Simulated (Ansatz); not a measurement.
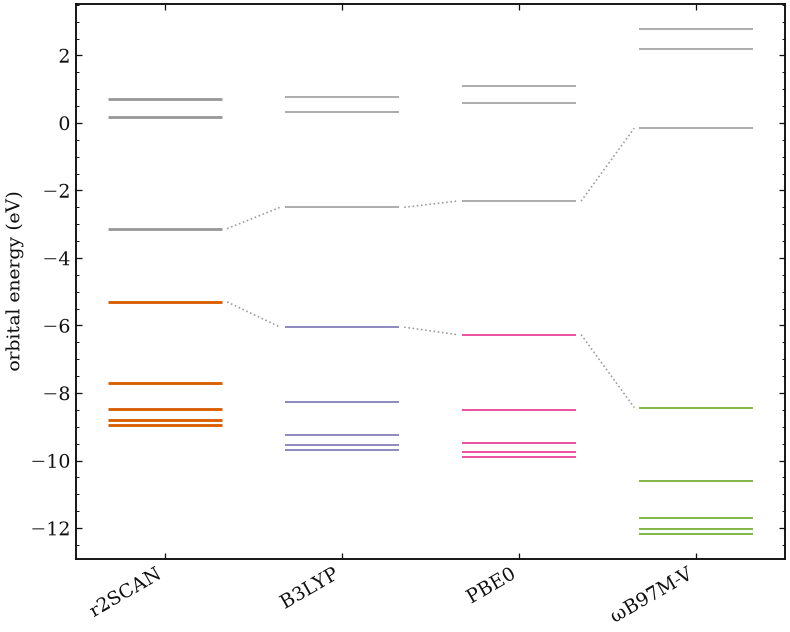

Frontier orbital energies of C₂H₆GeS, SMILES C[C](=S)[GeH3], singlet at one geometry, def2-TZVPP, the Ansatz code 0.2.0, at a PBE0-D4/def2-TZVP geometry (no frequency check). Empty levels are grey, levels within 0.1 eV stand side by side; all columns show the same few orbitals around the gap. Dotted lines join the HOMOs and the LUMOs.

Q: How do the frontier levels move from column to column?

A: The separation grows from 2.17 eV (r2SCAN) to 8.27 eV (ωB97M-V).

```
  level  HOMO (eV)  LUMO (eV)  separation (eV)
 r2SCAN      −5.30      −3.13             2.17
  B3LYP      −6.05      −2.50             3.55
   PBE0      −6.27      −2.32             3.96
ωB97M-V      −8.43      −0.16             8.27
```

Caveats, for all or some of the runs: empty levels above zero depend strongly on the basis; no scalar relativity up to krypton.
